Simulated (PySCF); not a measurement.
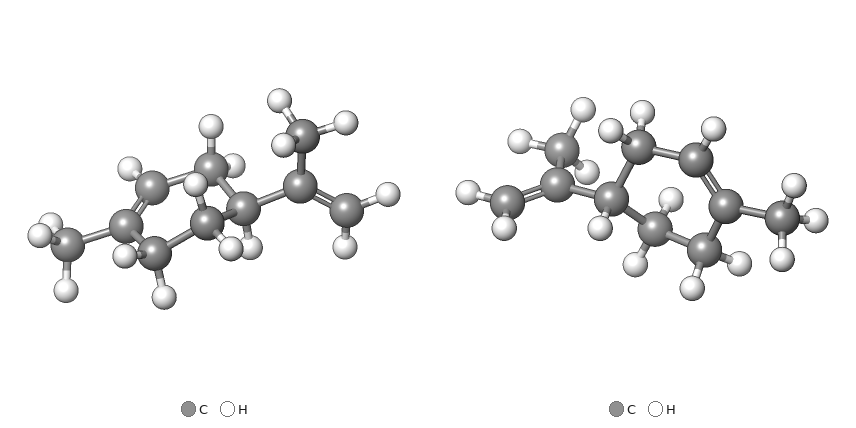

Two views of one molecule.

Computed geometry: PBE0-D3(BJ)/def2-SVP optimisation. No frequency run is at hand to confirm it as a minimum.

Count the atoms of each element.

C10H16, 26 atoms: 10 carbon and 16 hydrogen.

What is its SMILES?

C=C(C)[C@@H]1CC=C(C)CC1

Which point group does it belong to?

C1.

Count the bonded pairs by element.

16 C–H, 10 C–C.

The parts below concern this one geometry. Atoms keep their numbers from picture to picture.

### Geometry

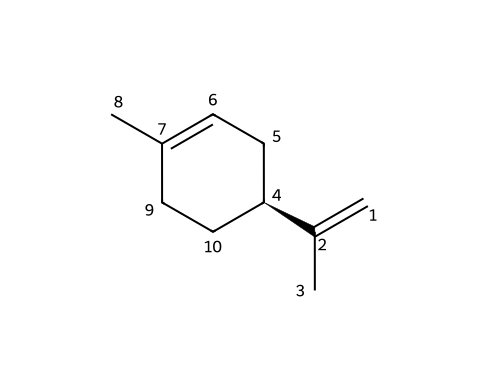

A structural formula, with wedges where it has stereocentres; small numbers name the atoms. The configuration is that of a computed structure (PBE0-D3(BJ)/def2-SVP).

What are the Cahn–Ingold–Prelog descriptors?

C4: S.

### Polarisability

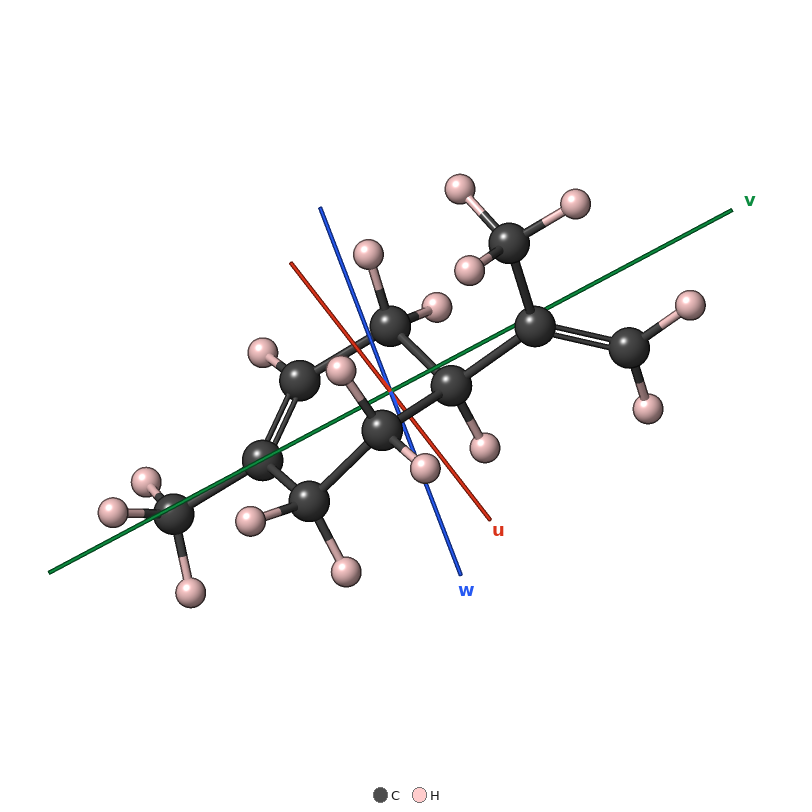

The lines u, v and w are the principal axes of the static dipole polarisability. No frequency run is at hand to confirm it as a minimum. Method: B3LYP/def2-SVPD (PySCF 2.14.0).

Along which axis is the molecule most polarisable, and along which least?

Most along v, least along u.

Give the three principal values.

u 103.7, v 147.8, w 108.8 bohr³; mean 120.1, anisotropy 41.8 bohr³.

### NMR shielding

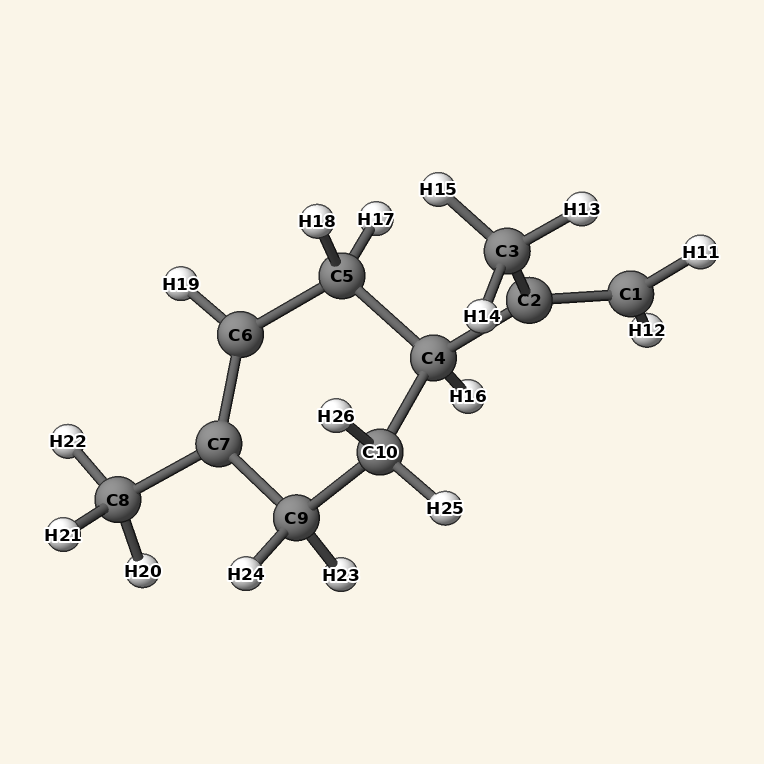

The questions are on isotropic NMR shieldings of the H atoms. No frequency run is at hand to confirm it as a minimum. Properties computed with GIAO PBE0/pcSseg-1 NMR shielding, non-relativistic, gas phase (PySCF 2.14.0).

Which H atom is the most shielded (lowest chemical shift)?

H25 (29.90 ppm).

Which H atom is the least shielded (highest chemical shift)?

H19 (25.57 ppm).

How wide is the range of H shifts?

4.33 ppm.

Give the isotropic NMR shieldings of the H atoms atom by atom.

```tsv
atom	σ (ppm)
H11	26.27
H12	26.13
H13	29.68
H14	29.54
H15	29.48
H16	29.25
H17	29.51
H18	29.13
H19	25.57
H20	29.52
H21	29.58
H22	29.52
H23	29.27
H24	29.48
H25	29.90
H26	29.85
```

### Levels of theory compared

No frequency run is at hand to confirm it as a minimum. Program: PySCF 2.14.0.

Tabulate HOMO energy (eV) at these levels: B3LYP/def2-SVPD; KT2/pcSseg-1; PBE0/pcSseg-1; PBE0/pcSseg-1 in chloroform (IEF-PCM); PBE0/pcSseg-1 in cyclohexane (IEF-PCM).

```
                                 level  HOMO energy (eV)
                       B3LYP/def2-SVPD             −6.41
                          KT2/pcSseg-1             −5.54
                         PBE0/pcSseg-1             −6.60
 PBE0/pcSseg-1 in chloroform (IEF-PCM)             −6.58
PBE0/pcSseg-1 in cyclohexane (IEF-PCM)             −6.58
```
